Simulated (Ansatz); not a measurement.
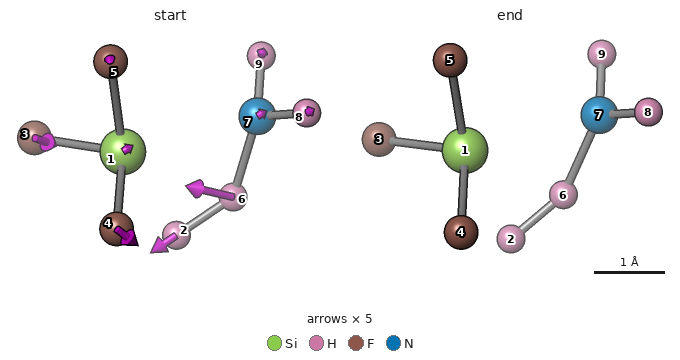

The structure of SiNH4F3 before (left) and after (right) a constrained relaxation, at one scale. The purple arrows give the displacements, magnified 5 times.

The picture is a ball-and-stick view, seen at a tilt.

The reaction that was planned forms Si1–N7, H2–H6 and breaks Si1–H2, H6–N7 (atoms numbered from 1 in input order).

These are results of RKS PBE0-D4/def2-SVP (Ansatz 0.2.0), not measurements.

Input
```yaml
crystal:
  periodic: [false, false, false]
  atoms:
    - {symbol: Si, position_ang: [-0.774700, -0.447800, -0.130500]}
    - {symbol: H, position_ang: [0.777600, -1.233400, 0.568300]}
    - {symbol: F, position_ang: [-0.847200, -1.515500, -1.301700]}
    - {symbol: F, position_ang: [-1.594200, -0.758100, 1.191100]}
    - {symbol: F, position_ang: [-1.741800, 0.659300, -0.760500]}
    - {symbol: H, position_ang: [1.268600, -0.381400, 0.501000]}
    - {symbol: N, position_ang: [0.900100, 0.836200, 0.057700]}
    - {symbol: H, position_ang: [0.764700, 1.619500, 0.687500]}
    - {symbol: H, position_ang: [1.247000, 1.221200, -0.812900]}
basis:
  gaussian: {orbitals: def2-SVP}
hamiltonian: {xc: pbe0, dispersion: d4}
relax: {f_tol: 0.08, max_steps: 120, escape_saddle: false, constraints: [{distance: [0, 6]}, {distance: [1, 5]}, {distance: [0, 1]}, {distance: [5, 6]}]}
```

Question: Summarise the run.

Answer: The optimiser took 4 steps. The largest move after the best rigid fit is that of H6, 0.17 Å. Largest moves by element: H 0.17 Å, F 0.10 Å, Si 0.04 Å, N 0.03 Å. Some distances before and after: Si1–H6 2.140 → 1.952 Å, Si1–F3 1.586 → 1.602 Å, Si1–F5 1.599 → 1.615 Å, N7–H8 1.014 → 1.023 Å. Among the angles between lasting bonds that change: F4–Si1–F5 98.7° → 101.2°, F3–Si1–F5 98.5° → 100.7°. The run took roughly 20 core-seconds on a shared host.
